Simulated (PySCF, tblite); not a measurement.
# C4H6BNO4: geometry, infrared bands and NMR shifts

What infrared bands and NMR shifts should C4H6BNO4 (`CO[C@@H]1OB(O)O[C@@H]1C#N`) show?

Programs: tblite 0.8.0 and PySCF 2.14.0, with density-fitted response routines of our own. Each step states its level of theory. These are calculated values for one molecule in the gas phase, unless marked as measured. Atoms count from 0, in the outputs and in this text.

## Step 1: The molecule as given

16 atoms, charge 0, multiplicity 1; geometry from: force field or distance geometry start.

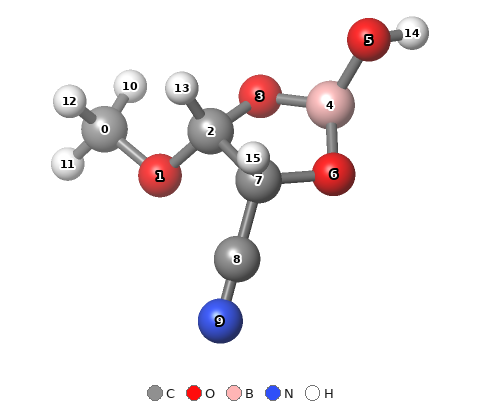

The starting geometry (carbon grey, oxygen red, boron pink, nitrogen blue, hydrogen white), atoms numbered.

## Step 2: Relaxing the molecule with GFN2-xTB

Job settings and geometry (Å):

```
{"job": {"kind": "relax", "xc": "GFN2-xTB", "basis": "xTB"}, "charge": 0, "multiplicity": 1}
C      2.194400    -0.735100     0.888700
O      1.471500     0.041600    -0.066400
C      0.100100     0.022400     0.249900
O     -0.464600    -1.197100    -0.151900
B     -1.709700    -0.770200    -0.737800
O     -2.971300    -1.123700    -0.095400
O     -1.593000     0.534000    -1.381600
C     -0.664400     1.151800    -0.519800
C      0.215600     2.017000    -1.316800
N      0.898200     2.705700    -1.937400
H      1.812400    -1.782500     0.923500
H      3.249500    -0.767500     0.591200
H      2.129600    -0.266000     1.908900
H     -0.080600     0.181300     1.337700
H     -3.372600    -1.798100    -0.682900
H     -1.222800     1.795400     0.210200
```

Launch:

```
OMP_NUM_THREADS=1 python probes_run.py task.json out
```

This one command runs all jobs of the session in turn.

The log of the run:

```text
step      E/eV     max force
  0    -872.47755    3.754
  1    -872.87892    3.494
  2    -872.51214    9.163
  3    -873.14807    0.873
  4    -873.18144    0.894
  5    -873.25887    1.272
  6    -873.31639    0.747
  7    -873.35758    0.723
  8    -873.41083    0.617
  9    -873.45260    0.733
 10    -873.48373    0.569
 11    -873.50643    0.415
 12    -873.53082    0.613
 13    -873.56228    0.600
 14    -873.60728    0.735
 15    -873.66563    0.968
 16    -873.73255    1.021
 17    -873.81466    0.970
 18    -873.88236    0.632
 19    -873.90531    1.675
 20    -873.96951    0.832
 21    -874.00148    0.552
 22    -874.03931    0.460
 23    -874.06683    0.464
 24    -874.09920    0.600
 25    -874.13427    0.693
 26    -874.15861    0.426
 27    -874.17349    0.291
 28    -874.18202    0.266
 29    -874.18772    0.239
 30    -874.19246    0.175
 31    -874.19605    0.173
 32    -874.19818    0.132
 33    -874.20008    0.119
 34    -874.20158    0.081
 35    -874.20277    0.090
 36    -874.20384    0.077
 37    -874.20508    0.090
 38    -874.20650    0.081
 39    -874.20777    0.078
 40    -874.20871    0.073
 41    -874.20960    0.080
 42    -874.21075    0.086
 43    -874.21222    0.094
 44    -874.21372    0.095
 45    -874.21472    0.071
 46    -874.21525    0.067
 47    -874.21570    0.062
 48    -874.21632    0.067
 49    -874.21706    0.081
 50    -874.21771    0.079
 51    -874.21815    0.059
 52    -874.21850    0.043
 53    -874.21884    0.046
 54    -874.21915    0.044
 55    -874.21936    0.049
 56    -874.21949    0.042
 57    -874.21963    0.030
 58    -874.21979    0.025
 59    -874.21995    0.029
 60    -874.22006    0.031
 61    -874.22014    0.024
 62    -874.22022    0.021
 63    -874.22029    0.018
 64    -874.22034    0.018
 65    -874.22036    0.016
 66    -874.22038    0.014
 67    -874.22040    0.013
 68    -874.22042    0.014
 69    -874.22045    0.014
 70    -874.22048    0.016
 71    -874.22053    0.016
 72    -874.22059    0.019
 73    -874.22063    0.016
 74    -874.22065    0.011
 75    -874.22067    0.008
```

Wall time 0.84 s (1 thread of Arm Neoverse N1, shared host).

Along the way: (not every step is listed) (the energy doesn't fall at every step)

| step | energy from step 0 (eV) | largest force (eV/Å) |
| --- | --- | --- |
| 0 | 0.0000 | 3.7536 |
| 1 | -0.4014 | 3.4939 |
| 2 | -0.0346 | 9.1631 |
| 3 | -0.6705 | 0.8729 |
| 4 | -0.7039 | 0.8942 |
| 5 | -0.7813 | 1.2716 |
| 6 | -0.8388 | 0.7469 |
| 7 | -0.8800 | 0.7229 |
| 8 | -0.9333 | 0.6173 |
| 14 | -1.1297 | 0.7351 |
| 20 | -1.4920 | 0.8325 |
| 26 | -1.6811 | 0.4262 |
| 32 | -1.7206 | 0.1321 |
| 38 | -1.7290 | 0.0812 |
| 44 | -1.7362 | 0.0954 |
| 50 | -1.7402 | 0.0793 |
| 56 | -1.7419 | 0.0415 |
| 62 | -1.7427 | 0.0208 |
| 68 | -1.7429 | 0.0139 |
| 70 | -1.7429 | 0.0159 |
| 71 | -1.7430 | 0.0163 |
| 72 | -1.7430 | 0.0194 |
| 73 | -1.7431 | 0.0164 |
| 74 | -1.7431 | 0.0108 |
| 75 | -1.7431 | 0.0079 |

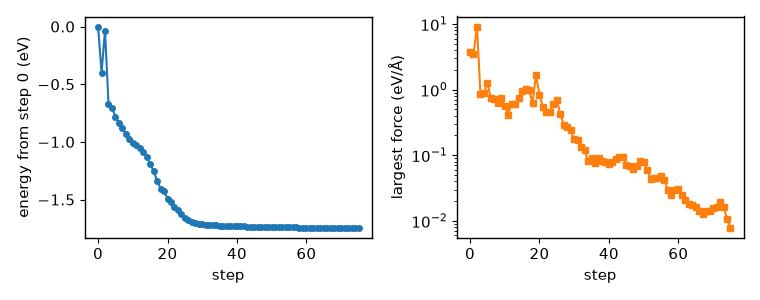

Energy and largest force along the relaxation.

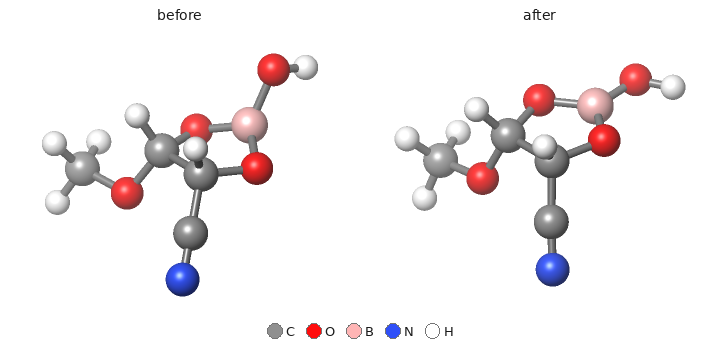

The geometry before (left) and after (right).

Close pairs (by a distance rule), those that changed most:

| bond | before (Å) | after (Å) | change (Å) |
| --- | --- | --- | --- |
| B4–O5 | 1.459 | 1.333 | -0.127 |
| B4–O6 | 1.459 | 1.384 | -0.075 |
| O3–B4 | 1.441 | 1.373 | -0.068 |
| C0–H12 | 1.125 | 1.096 | -0.029 |
| O1–C2 | 1.408 | 1.383 | -0.025 |
| C7–H15 | 1.122 | 1.099 | -0.023 |
| O5–H14 | 0.980 | 0.957 | -0.023 |
| C0–H10 | 1.115 | 1.092 | -0.023 |

The next job starts from the end point, and lists it.

## Step 3: Harmonic vibrations with GFN2-xTB

Job settings and geometry (Å):

```
{"job": {"kind": "ir", "xc": "GFN2-xTB", "basis": "xTB"}, "charge": 0, "multiplicity": 1}
C      2.162470    -0.796300     0.804713
O      1.349497     0.075701     0.038371
C      0.074480     0.245826     0.545841
O     -0.684851    -0.932583     0.491098
B     -1.705898    -0.775616    -0.413392
O     -2.559725    -1.748038    -0.731109
O     -1.765484     0.515726    -0.908180
C     -0.701027     1.259626    -0.359292
C      0.144589     1.796676    -1.412519
N      0.766200     2.234948    -2.263117
H      1.722417    -1.794765     0.853891
H      3.120564    -0.830681     0.292676
H      2.292472    -0.405098     1.819781
H      0.115737     0.572642     1.601570
H     -3.230360    -1.502998    -1.368376
H     -1.108682     2.093879     0.228065
```

The log of the run:

```text
mode    cm-1     km/mol
  1      47.7      2.72
  2      90.8      1.41
  3     115.6      1.91
  4     122.6      7.42
  5     181.5      5.91
  6     211.8      2.12
  7     280.9      9.07
  8     330.3      7.27
  9     377.7      1.52
 10     481.1     25.00
 11     484.6     14.29
 12     505.0     71.54
 13     566.8     97.94
 14     579.6     54.11
 15     630.5     53.94
 16     807.1      1.13
 17     836.9     10.89
 18     876.6     10.10
 19     902.5    191.83
 20     998.4     27.85
 21    1028.2     29.70
 22    1043.8    180.24
 23    1096.4     45.86
 24    1107.8    291.50
 25    1127.8     80.48
 26    1133.3    118.52
 27    1155.2    111.14
 28    1208.2     23.72
 29    1260.0    147.18
 30    1262.1     28.84
 31    1322.3     48.78
 32    1387.5    238.37
 33    1389.2    312.00
 34    1453.2      7.35
 35    1475.1      5.94
 36    2416.0    116.15
 37    2804.7     73.13
 38    2883.8     22.73
 39    2925.0     42.99
 40    2969.8     20.92
 41    3039.9      7.32
 42    3633.0     52.97
```

Run time: 0.91 s. Hardware: 1 thread of Arm Neoverse N1, shared host.

Which atoms move in the most intense modes:

| cm⁻¹ | km/mol | atoms |
| --- | --- | --- |
| 902 | 191.8 | H14 59 %, O6 12 %, O5 12 % |
| 1044 | 180.2 | C2 49 %, O3 27 % |
| 1108 | 291.5 | O1 32 %, C2 18 %, C0 12 %, H13 10 % |
| 1133 | 118.5 | B4 22 %, H10 18 %, C0 13 %, O1 10 % |
| 1260 | 147.2 | H13 31 %, H15 25 %, C2 12 % |
| 1388 | 238.4 | B4 28 %, H11 20 %, H10 18 %, H12 16 % |
| 1389 | 312.0 | B4 44 %, H10 12 %, H11 11 %, O5 10 % |
| 2416 | 116.2 | C8 59 %, N9 40 % |

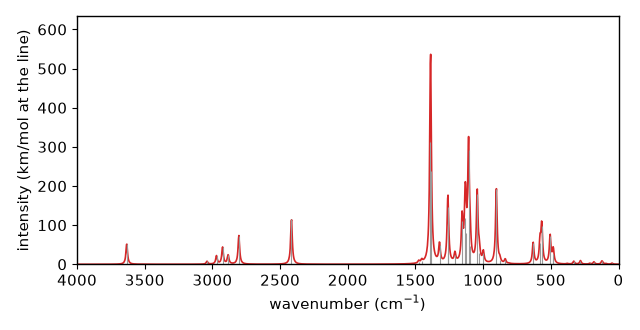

The infrared spectrum from these modes, unscaled. Lines are broadened to a width of 14 cm⁻¹ (Lorentzian).

## Step 4: Shielding tensors: PBE0/pcSseg-1

The job, as its differences from that of step 3:

```diff
@@ -1,2 +1,2 @@
-{"job": {"kind": "ir", "xc": "GFN2-xTB", "basis": "xTB"}, "charge": 0, "multiplicity": 1}
+{"job": {"kind": "nmr", "xc": "PBE0", "basis": "pcSseg-1"}, "charge": 0, "multiplicity": 1}
 C      2.162470    -0.796300     0.804713
```

With the program's defaults for keys left out, this is: GIAO PBE0/pcSseg-1 NMR shielding, non-relativistic, gas phase.

The log of the run:

```text
coarse grid: 14560 points
cycle   1  E = -535.6634673309  dE =  1.911e+00  |g| = 1.136e+00  |ddm| = 3.684e+00
cycle   2  E = -535.2844817556  dE =  3.790e-01  |g| = 1.816e+00  |ddm| = 2.006e+00
cycle   3  E = -535.8734512018  dE = -5.890e-01  |g| = 3.339e-01  |ddm| = 1.419e+00
cycle   4  E = -535.8945911873  dE = -2.114e-02  |g| = 1.070e-01  |ddm| = 2.612e-01
cycle   5  E = -535.8968665433  dE = -2.275e-03  |g| = 1.754e-02  |ddm| = 8.067e-02
cycle   6  E = -535.8969233607  dE = -5.682e-05  |g| = 6.604e-03  |ddm| = 1.598e-02
cycle   7  E = -535.8969302764  dE = -6.916e-06  |g| = 1.760e-03  |ddm| = 4.896e-03
final grid: 144096 points
cycle   8  E = -535.9966858358  dE = -3.907e-05  |g| = 1.446e-02  |ddm| = 2.907e-02
cycle   9  E = -535.9966502619  dE =  3.557e-05  |g| = 2.057e-02  |ddm| = 1.942e-02
cycle  10  E = -535.9967212501  dE = -7.099e-05  |g| = 1.248e-03  |ddm| = 1.205e-02
cycle  11  E = -535.9967215546  dE = -3.045e-07  |g| = 3.129e-04  |ddm| = 1.106e-03
cycle  12  E = -535.9967215680  dE = -1.339e-08  |g| = 1.494e-04  |ddm| = 2.847e-04
cycle  13  E = -535.9967215716  dE = -3.591e-09  |g| = 5.786e-05  |ddm| = 1.214e-04
cycle  14  E = -535.9967215722  dE = -6.396e-10  |g| = 2.031e-05  |ddm| = 4.638e-05
converged SCF energy = -535.9967215722

GIAO shielding tensors (ppm)
atom      isotropic    diamagn.    paramagn.     s11        s22        s33       span
  0 C      128.743     244.406    -115.662     95.739    107.348    183.143     87.404
  1 O      249.662     399.371    -149.709    188.376    257.863    302.748    114.372
  2 C       80.898     243.111    -162.213     55.476     82.378    104.841     49.365
  3 O      195.571     395.129    -199.558    120.886    204.019    261.809    140.923
  4 B       78.455     199.521    -121.067     65.924     71.655     97.784     31.860
  5 O      261.493     384.147    -122.654    181.252    294.004    309.222    127.970
  6 O      226.220     393.952    -167.732    140.753    226.679    311.229    170.476
  7 C      114.951     250.010    -135.059     87.755    110.127    146.970     59.215
  8 C       68.318     260.517    -192.199    -46.589    -43.474    295.017    341.607
  9 N      -49.747     340.017    -389.764   -216.850   -204.785    272.395    489.245
 10 H       27.637      29.317      -1.681     22.902     26.396     33.612     10.711
 11 H       27.654      28.523      -0.869     23.526     25.502     33.934     10.408
 12 H       28.408      28.565      -0.157     24.560     25.847     34.818     10.257
 13 H       26.226      30.979      -4.753     23.219     25.148     30.312      7.092
 14 H       27.888      29.682      -1.794     20.683     23.934     39.048     18.365
 15 H       26.746      28.287      -1.541     23.391     25.410     31.438      8.047
```

It took 75 s on 1 thread of Arm Neoverse N1, shared host; peak memory 0.88 GiB.

Shifts follow as δ = σ(reference) − σ, with reference shieldings (ppm) from runs at the same level and on the same kind of geometry: 1H TMS 31.72, 13C TMS 186.9, 15N NH3 267.7, 17O H2O 336.1, 11B BF3·OEt2 100.1. The references are single molecules in the gas phase, so shifts against H2O, NH3, PH3, H3PO4 or CFCl3 are not on the usual liquid scales and can be off by tens of ppm. Atoms listed in one row are averaged.

| atoms | environment | σ (ppm) | δ (ppm) | δ scaled to CDCl3 |
| --- | --- | --- | --- | --- |
| C8 | nitrile carbon | 68.3 | 118.6 | 113.8 |
| C2 | sp3 carbon bearing two oxygens | 80.9 | 106.0 | 101.6 |
| C7 | sp3 CH bonded to O, α to a nitrile | 115.0 | 72.0 | 68.3 |
| C0 | methyl carbon bonded to O | 128.7 | 58.2 | 54.9 |
| H13 | hydrogen on an sp3 carbon bearing two oxygens | 26.23 | 5.49 | 5.28 |
| H15 | hydrogen on an sp3 CH bonded to O, α to a nitrile | 26.75 | 4.97 | 4.79 |
| H14 | hydrogen on an oxygen bonded to B | 27.89 | 3.83 | – |
| H10, H11, H12 | hydrogen on a methyl carbon bonded to O | 27.90 | 3.82 | 3.70 |
| O3 | oxygen bonded to C, B, in a 5-membered ring | 195.6 | 140.5 | – |
| O6 | oxygen bonded to C, B, in a 5-membered ring | 226.2 | 109.9 | – |
| O1 | ether oxygen | 249.7 | 86.4 | – |
| O5 | oxygen bonded to B, H | 261.5 | 74.6 | – |
| B4 | boron bonded to 3 O, in a 5-membered ring | 78.5 | 21.6 | – |
| N9 | nitrile nitrogen | -49.7 | 317.5 | – |

The scaled column applies a straight-line fit of computed shieldings to shifts measured in CDCl3 (root-mean-square error 0.16 ppm for H, 1.9 ppm for C).

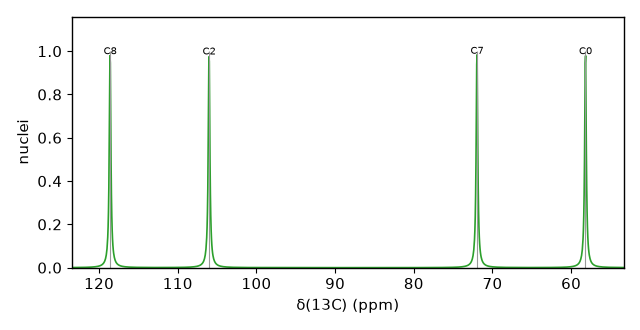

13C lines at the computed shifts, without couplings. Lines are broadened to a width of 0.24 ppm (Lorentzian).

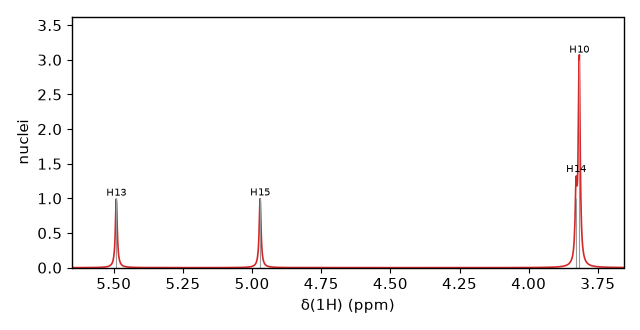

1H lines at the computed shifts, without couplings. Lines are broadened to a width of 0.01 ppm (Lorentzian).

Charges from the same density, by scheme (e):

| atoms | Mulliken | IAO | Hirshfeld | ESP fit |
| --- | --- | --- | --- | --- |
| C0 | -0.03 | -0.21 | -0.04 | -0.23 |
| O1 | -0.51 | -0.38 | -0.13 | -0.22 |
| C2 | 0.40 | 0.27 | 0.12 | 0.05 |
| O3 | -0.48 | -0.43 | -0.19 | -0.42 |
| B4 | 0.64 | 0.62 | 0.29 | 0.90 |
| O5 | -0.38 | -0.53 | -0.25 | -0.71 |
| O6 | -0.50 | -0.44 | -0.19 | -0.55 |
| C7 | 0.05 | 0.04 | 0.07 | 0.26 |
| C8 | 0.15 | 0.14 | 0.07 | 0.30 |
| N9 | -0.23 | -0.21 | -0.21 | -0.43 |

ESP fit charges:

C0 -0.23; O1 -0.22; C2 0.05; O3 -0.42; B4 0.90; O5 -0.71; O6 -0.55; C7 0.26; C8 0.30; N9 -0.43; H10 0.15; H11 0.15; H12 0.11; H13 0.12; H14 0.45; H15 0.07

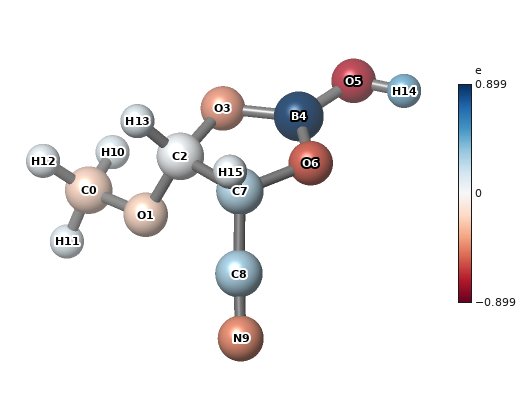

ESP fit charges, as colours on the atoms.

Mayer bond orders: C0–O1 0.90, O1–C2 1.00, C2–O3 0.91, O3–B4 1.09, B4–O5 1.27, B4–O6 1.07, O6–C7 0.89, C7–C8 0.97, C8–N9 3.06, C7–C2 0.99.

Ring of atoms C2, O3, B4, O6, C7: NICS(0) -6.5, NICS(1) -2.8, NICS(1)zz -3.4 ppm (means of both faces).

Orbitals, density, ELF and potential are computed afterwards from the orbital file.

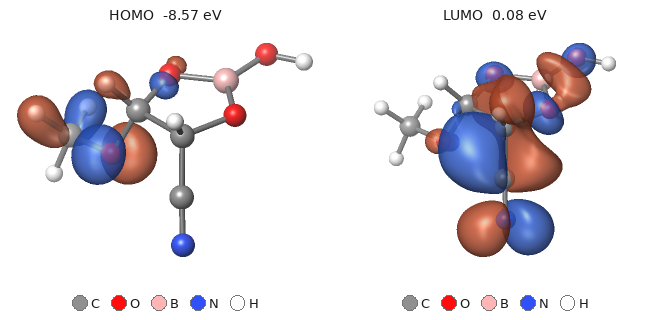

PBE0/pcSseg-1 orbitals near the gap, drawn at the value that encloses 70 % of each; the two colours are the two signs.

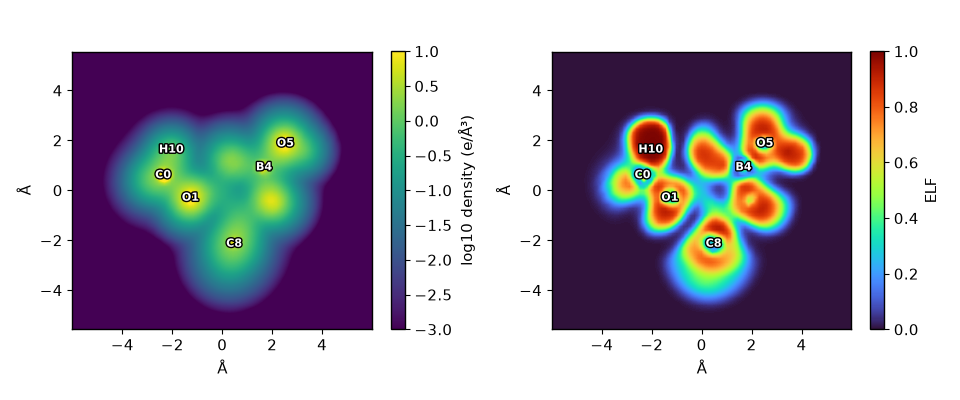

Density (left) and ELF (right) in a plane through or near 6 of the atoms.

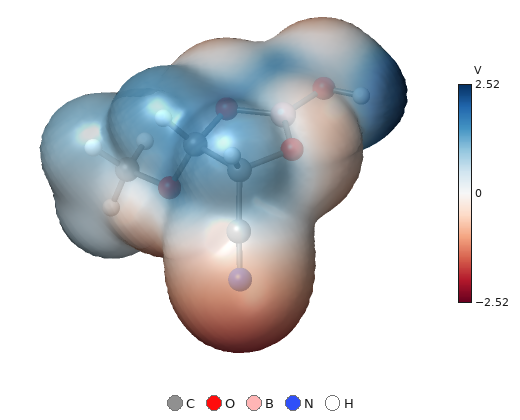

Electrostatic potential on the surface of density 0.002 e/bohr³; red is low, blue high. It runs from -1.76 V near N9 to 2.52 V near H14.

## Step 5: Results

| quantity | value |
| --- | --- |
| strongest single infrared mode (GFN2-xTB) | 1389 cm⁻¹, 312 km/mol |
| zero-point energy (GFN2-xTB) | 69.4 kcal/mol |
| 13C shifts against TMS (PBE0/pcSseg-1) | 118.6, 106.0, 72.0, 58.2 ppm |
| 1H shifts against TMS (PBE0/pcSseg-1, means over atoms taken as alike) | 5.49, 4.97, 3.83, 3.82 ppm |
| 17O shifts against H2O (PBE0/pcSseg-1) | 140.5, 109.9, 86.4, 74.6 ppm |
| 11B shifts against BF3·OEt2 (PBE0/pcSseg-1) | 21.6 ppm |
| 15N shifts against NH3 (PBE0/pcSseg-1) | 317.5 ppm |
| surface potential, least and greatest | -1.76 V and 2.52 V |

The optimisation took 75 steps and gained 1.743 eV; among the close pairs (by a distance rule), B4–O5 changed most, from 1.459 to 1.333 Å. No mode is imaginary among the 42: a minimum at this level. GFN2-xTB is a fitted tight-binding method: band positions and strengths are rough. Its intensities can rank the bands wrongly. C8 (nitrile carbon) lies farthest downfield among carbon, at 118.6 ppm; C≡N carbons fall here, among the sp2 signals but without a proton. H13 (hydrogen on an sp3 carbon bearing two oxygens) lies farthest downfield among hydrogen, at 5.49 ppm; its carbon carries O, an electronegative neighbour. At PBE0/pcSseg-1: The largest span, 489 ppm, is at N9, where the paramagnetic term is -390 ppm.
